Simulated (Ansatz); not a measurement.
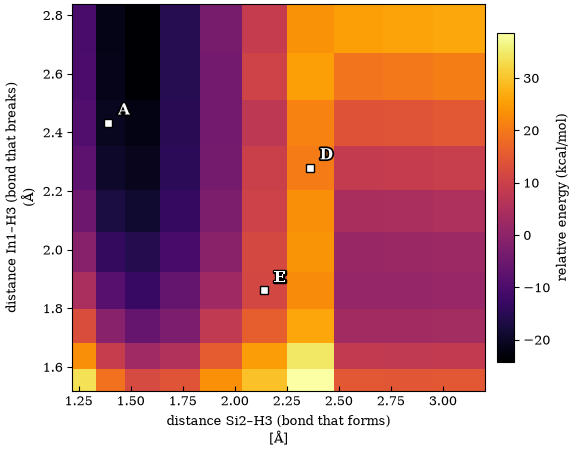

The reacting system ClH₄InSi (fragments HIn + ClH₃Si where the first distance is long, ClIn + H₄Si where the second is long). 
- The first coordinate is: distance Si2–H3 (bond that forms); the second: distance In1–H3 (bond that breaks).
- Relaxed at each point: all other coordinates.
- The grid has 10 × 10 points.
- Points are written as (first, second).
- All energies are given in kcal/mol relative to a guessed transition structure relaxed with its forming and breaking bonds held.
- Energies and slopes of some neighbouring points disagree (a jump in structure or state, or too coarse a mesh). The reference is spin-restricted, so regions where a bond is pulled apart into radicals lie too high.
- Method: RKS PBE0-D4/def2-SVP in Ansatz 0.2.0.

In the figure: one coloured cell a grid point, lettered points.

### Is E the lowest point of the computed grid?

No. E lies 35.7 kcal/mol above the lowest grid point, which is at (1.553 Å, 2.757 Å).

### Rank the lettered points by energy, lowest first.

A (−20.8 kcal/mol), E (11.4 kcal/mol), D (20.4 kcal/mol).
